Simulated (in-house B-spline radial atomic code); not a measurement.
**Ga¹³⁺: excited configurations in jj coupling**

Wanted: excitation energies of Ga¹³⁺ as differences of total energies (ΔSCF).

The numbers are computed with in-house B-spline radial atomic code version 1 (Dirac-Hartree-Fock, average of configuration, Fermi nucleus, basis-set limit), except any that are marked as measured or tabulated.

### 1 Starting point

- element: gallium (Z = 31)
- charge: +13
- electrons: 18
- configuration: 1s2 2s2 2p6 3s2 3p6
- Hamiltonian: Dirac-Coulomb
- nucleus: Fermi, rms radius 3.997 fm

Settings, as recorded:

```ini
Z = 31
electrons = 18.0
configuration = 1s2 2s2 2p6 3s2 3p6
hamiltonian = dirac
method = hf
spin_polarised = False
nucleus = fermi
rms_radius = 3.9973
mass_number = 69
atomic_mass = 68.925573528
speed_of_light = 137.035999084
```

From the earlier run of the reference: total energy -1868.146238 hartree. Levels, eight at most:

```
orbital  occupation  energy (eV)  <r> (bohr)
  1s1/2           2     -10863.7     0.04859
  2s1/2           2     -1763.98      0.2155
  2p1/2           2     -1604.35      0.1869
  2p3/2           4     -1576.28      0.1902
  3s1/2           2      -534.66      0.5785
  3p1/2           2      -476.45      0.5743
  3p3/2           4      -471.22      0.5804
```

### 2 1s2 2s2 2p-2 2p+3 3s2 3p6 3d+1

In configurations, a minus sign after the shell means j = l − 1/2 and a plus sign j = l + 1/2; the count of electrons follows.

Settings: those of step 1 with these lines changed.

```diff
@@ -2,3 +2,3 @@
 electrons = 18.0
-configuration = 1s2 2s2 2p6 3s2 3p6
+configuration = 1s2 2s2 2p-2 2p+3 3s2 3p6 3d+1
 hamiltonian = dirac
```

From the run's result record (rounded, not every field):

```text
{
  "status": "converged",
  "iterations": 8,
  "energy [hartree]": {"total": -1825.4916302, "kinetic": 1865.72072558, "nuclear": -4115.53960253, "coulomb": 480.186770332, "exact_exchange": -55.85952359},
  "breit [hartree]": {"gaunt": 0.8843496, "retardation": -0.07838296, "frequency_dependence": -0.002736339},
  "qed [hartree]": {"self_energy": 0.6317419, "uehling": -0.05930769, "wichmann_kroll": 0.0005064076},
  "recoil [hartree]": 0.01140537,
  "total_with_corrections [hartree]": -1824.1040539,
  "orbitals [hartree, bohr; first row names the columns]": [
    ["name", "occ", "eps", "<r>"],
    ["1s1/2", 2.0, -402.53782, 0.048547],
    ["2s1/2", 2.0, -66.294886, 0.21364],
    ["2p1/2", 2.0, -60.946372, 0.18431],
    ["2p3/2", 3.0, -59.983954, 0.18974],
    ["3s1/2", 2.0, -20.006884, 0.57049],
    ["3p1/2", 2.0, -17.887001, 0.56384],
    ["3p3/2", 4.0, -17.720258, 0.56847],
    ["3d5/2", 1.0, -14.98556, 0.5261]
  ],
  "sum_r [bohr^k]": {"-1": 132.7597, "1": 6.530876, "2": 3.622633},
  "energy_minus_base [hartree]": 42.6546079,
  "energy_minus_base_with_corrections [hartree]": 42.6122381
}
```

It took 0.39 s on 1 thread, shared host.

energy_minus_base is the energy less that of the reference run.

### 3 1s2 2s2 2p6 3s2 3p-1 3p+4 7p-1

Settings: those of step 2 with these lines changed.

```diff
@@ -2,3 +2,3 @@
 electrons = 18.0
-configuration = 1s2 2s2 2p-2 2p+3 3s2 3p6 3d+1
+configuration = 1s2 2s2 2p6 3s2 3p-1 3p+4 7p-1
 hamiltonian = dirac
```

Result record:

```text
{
  "status": "converged",
  "iterations": 11,
  "energy [hartree]": {"total": -1853.01629223, "kinetic": 1892.76642649, "nuclear": -4169.14771199, "coulomb": 482.590779377, "exact_exchange": -59.2257861033},
  "breit [hartree]": {"gaunt": 0.9231863, "retardation": -0.08396948, "frequency_dependence": -0.003376066},
  "qed [hartree]": {"self_energy": 0.6316606, "uehling": -0.05916124, "wichmann_kroll": 0.0005051793},
  "recoil [hartree]": 0.01145559,
  "total_with_corrections [hartree]": -1851.59599142,
  "orbitals [hartree, bohr; first row names the columns]": [
    ["name", "occ", "eps", "<r>"],
    ["1s1/2", 2.0, -400.9572, 0.048588],
    ["2s1/2", 2.0, -66.344961, 0.21516],
    ["2p1/2", 2.0, -60.445519, 0.18695],
    ["2p3/2", 4.0, -59.487145, 0.18983],
    ["3s1/2", 2.0, -20.681791, 0.57221],
    ["3p1/2", 1.0, -18.699427, 0.56884],
    ["3p3/2", 4.0, -18.443874, 0.57181],
    ["7p1/2", 1.0, -2.3688571, 4.4231]
  ],
  "sum_r [bohr^k]": {"-1": 134.489, "1": 10.08435, "2": 24.88668},
  "energy_minus_base [hartree]": 15.1299459,
  "energy_minus_base_with_corrections [hartree]": 15.1203006
}
```

Run time: 0.78 s. Hardware: 1 thread, shared host.

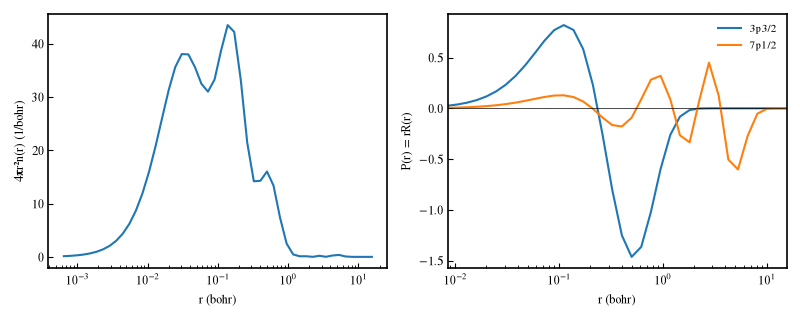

Radial density (left) and the radial functions of 3p3/2, 7p1/2 (right).

On the record's full grid the radial density has clear maxima near r = 0.031, 0.14, 0.50, 2.8, 5.3 bohr.

X-ray form factor of the spherical density:

```
sinθ/λ (1/Å)  f (electrons)
           0         18.000
         0.1         16.903
         0.2         16.219
         0.3         15.201
         0.4         14.054
         0.6         11.509
         0.8          9.342
           1          7.787
         1.4          6.057
         1.8          4.927
         2.5          3.203
           4          1.484
           6          0.997
```

### 4 Run with 1s2 2s2 2p-2 2p+3 3s2 3p6 4f+1

Settings: those of step 3 with these lines changed.

```diff
@@ -2,3 +2,3 @@
 electrons = 18.0
-configuration = 1s2 2s2 2p6 3s2 3p-1 3p+4 7p-1
+configuration = 1s2 2s2 2p-2 2p+3 3s2 3p6 4f+1
 hamiltonian = dirac
```

Result record:

```text
{
  "status": "converged",
  "iterations": 8,
  "energy [hartree]": {"total": -1816.94819572, "kinetic": 1857.27145739, "nuclear": -4084.95210784, "coulomb": 465.964332665, "exact_exchange": -55.2318779413},
  "breit [hartree]": {"gaunt": 0.88401, "retardation": -0.07807132, "frequency_dependence": -0.002750815},
  "qed [hartree]": {"self_energy": 0.6321874, "uehling": -0.05934748, "wichmann_kroll": 0.0005067478},
  "recoil [hartree]": 0.01141826,
  "total_with_corrections [hartree]": -1815.56024283,
  "orbitals [hartree, bohr; first row names the columns]": [
    ["name", "occ", "eps", "<r>"],
    ["1s1/2", 2.0, -403.55852, 0.048549],
    ["2s1/2", 2.0, -67.296389, 0.21335],
    ["2p1/2", 2.0, -61.982006, 0.18409],
    ["2p3/2", 3.0, -60.980089, 0.18937],
    ["3s1/2", 2.0, -20.581655, 0.56414],
    ["3p1/2", 2.0, -18.495789, 0.55577],
    ["3p3/2", 4.0, -18.264196, 0.56105],
    ["4f7/2", 1.0, -6.3899704, 1.1863]
  ],
  "sum_r [bohr^k]": {"-1": 131.773, "1": 7.130477, "2": 4.802889},
  "energy_minus_base [hartree]": 51.1980424,
  "energy_minus_base_with_corrections [hartree]": 51.1560492
}
```

It took 0.61 s on 1 thread, shared host.

### 5 1s2 2s2 2p6 3s2 3p-1 3p+4 7s1

Settings: those of step 4 with these lines changed.

```diff
@@ -2,3 +2,3 @@
 electrons = 18.0
-configuration = 1s2 2s2 2p-2 2p+3 3s2 3p6 4f+1
+configuration = 1s2 2s2 2p6 3s2 3p-1 3p+4 7s1
 hamiltonian = dirac
```

Result record:

```text
{
  "status": "converged",
  "iterations": 8,
  "energy [hartree]": {"total": -1853.11933238, "kinetic": 1892.87298432, "nuclear": -4169.41527447, "coulomb": 482.655324058, "exact_exchange": -59.2323662902},
  "breit [hartree]": {"gaunt": 0.9229371, "retardation": -0.08392141, "frequency_dependence": -0.003375505},
  "qed [hartree]": {"self_energy": 0.6319178, "uehling": -0.059183, "wichmann_kroll": 0.0005053639},
  "recoil [hartree]": 0.01146002,
  "total_with_corrections [hartree]": -1851.69899203,
  "orbitals [hartree, bohr; first row names the columns]": [
    ["name", "occ", "eps", "<r>"],
    ["1s1/2", 2.0, -400.95615, 0.048587],
    ["2s1/2", 2.0, -66.343037, 0.21515],
    ["2p1/2", 2.0, -60.440401, 0.18695],
    ["2p3/2", 4.0, -59.484587, 0.18982],
    ["3s1/2", 2.0, -20.678699, 0.57212],
    ["3p1/2", 1.0, -18.71964, 0.5651],
    ["3p3/2", 4.0, -18.439579, 0.57178],
    ["7s1/2", 1.0, -2.4435063, 4.3067]
  ],
  "sum_r [bohr^k]": {"-1": 134.4976, "1": 9.963822, "2": 23.66245},
  "energy_minus_base [hartree]": 15.0269058,
  "energy_minus_base_with_corrections [hartree]": 15.0173
}
```

It took 0.59 s on 1 thread, shared host.

### 6 Run with 1s2 2s2 2p6 3s1 3p6 7g+1

Settings: those of step 5 with these lines changed.

```diff
@@ -2,3 +2,3 @@
 electrons = 18.0
-configuration = 1s2 2s2 2p6 3s2 3p-1 3p+4 7s1
+configuration = 1s2 2s2 2p6 3s1 3p6 7g+1
 hamiltonian = dirac
```

Result record:

```text
{
  "status": "converged",
  "iterations": 8,
  "energy [hartree]": {"total": -1850.5409246, "kinetic": 1890.16123492, "nuclear": -4164.68693956, "coulomb": 482.766486403, "exact_exchange": -58.7817063618},
  "breit [hartree]": {"gaunt": 0.9280328, "retardation": -0.0849918, "frequency_dependence": -0.003396597},
  "qed [hartree]": {"self_energy": 0.625431, "uehling": -0.05863313, "wichmann_kroll": 0.0005006973},
  "recoil [hartree]": 0.01135891,
  "total_with_corrections [hartree]": -1849.12262271,
  "orbitals [hartree, bohr; first row names the columns]": [
    ["name", "occ", "eps", "<r>"],
    ["1s1/2", 2.0, -400.90899, 0.048593],
    ["2s1/2", 2.0, -66.284104, 0.21559],
    ["2p1/2", 2.0, -60.491324, 0.18657],
    ["2p3/2", 4.0, -59.456799, 0.18989],
    ["3s1/2", 1.0, -20.85693, 0.57108],
    ["3p1/2", 2.0, -18.548449, 0.56633],
    ["3p3/2", 4.0, -18.349705, 0.57228],
    ["7g9/2", 1.0, -2.0074589, 4.5094]
  ],
  "sum_r [bohr^k]": {"-1": 134.3451, "1": 10.16332, "2": 26.00514},
  "energy_minus_base [hartree]": 17.6053136,
  "energy_minus_base_with_corrections [hartree]": 17.5936693
}
```

It took 0.73 s on 1 thread, shared host.

### 7 All configurations in order

| net move | configuration | energy above the reference (eV) | with Breit, QED, recoil (eV) | largest <r> (bohr) |
| --- | --- | --- | --- | --- |
| 3p1/2 → 7s | 1s2 2s2 2p6 3s2 3p-1 3p+4 7s1 | 408.90 | 408.64 | 4.31 |
| 3p1/2 → 7p1/2 | 1s2 2s2 2p6 3s2 3p-1 3p+4 7p-1 | 411.71 | 411.44 | 4.42 |
| 3s → 7g9/2 | 1s2 2s2 2p6 3s1 3p6 7g+1 | 479.06 | 478.75 | 4.51 |
| 2p3/2 → 3d5/2 | 1s2 2s2 2p-2 2p+3 3s2 3p6 3d+1 | 1160.69 | 1159.54 | 0.570 |
| 2p3/2 → 4f7/2 | 1s2 2s2 2p-2 2p+3 3s2 3p6 4f+1 | 1393.17 | 1392.03 | 1.19 |

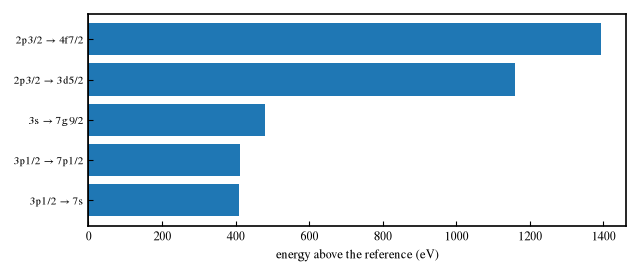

Energy of each configuration above the reference.

**Reading.** The lowest of them is 3p1/2 → 7s at 408.90 eV and the highest 2p3/2 → 4f7/2 at 1393.17 eV. Koopmans' estimate of the ionisation threshold is 471.22 eV; 2 configurations exceed it by over 2 % and could autoionise. Two partly filled shells share a symmetry and can mix in the average, which may lower the energy, for: 3p1/2 → 7p1/2. These are averages over configurations, without correlation, not spectroscopic levels.
